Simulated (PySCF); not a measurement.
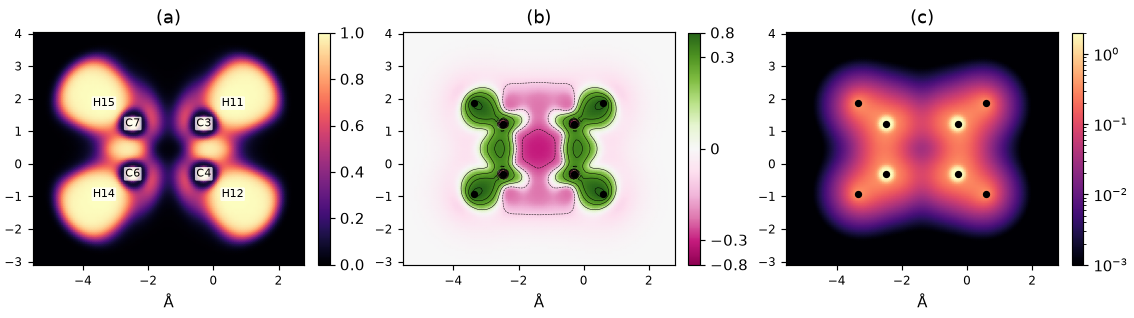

*C₈H₈, SMILES `C12C3C4C1C5C2C3C45`. Three fields in a plane through 8 of the atoms. (b): green positive, pink negative.*

Computed with PySCF, ωB97X/def2-SVP, geometry: GFN2-xTB. No frequency check shows the geometry to be a minimum.

Cartesian coordinates (Å):

```
C1       0.4580    1.2291    0.2566
C2      -0.8006    0.9028   -0.5747
C3      -0.0214   -0.2006   -1.3212
C4       1.2372    0.1257   -0.4897
C5       0.8006   -0.9027    0.5747
C6       0.0214    0.2005    1.3212
C7      -1.2372   -0.1258    0.4898
C8      -0.4580   -1.2291   -0.2567
H9       0.8294    2.2257    0.4647
H10     -1.4499    1.6349   -1.0406
H11     -0.0387   -0.3632   -2.3925
H12      2.2403    0.2276   -0.8869
H13      1.4499   -1.6347    1.0406
H14      0.0388    0.3630    2.3925
H15     -2.2403   -0.2278    0.8870
H16     -0.8295   -2.2256   -0.4647
```

### The panels show, in some order, the deformation density, electron localisation function (ELF) and electron density. Which is which?

(a) is the electron localisation function (ELF): it runs from 0 to 1 and is close to 1 over wide basins that fill the valence regions. (b) is the deformation density: it has both signs, with gains where valence electrons gather and losses around them. (c) is the electron density: it is positive everywhere and peaks at the nuclei.
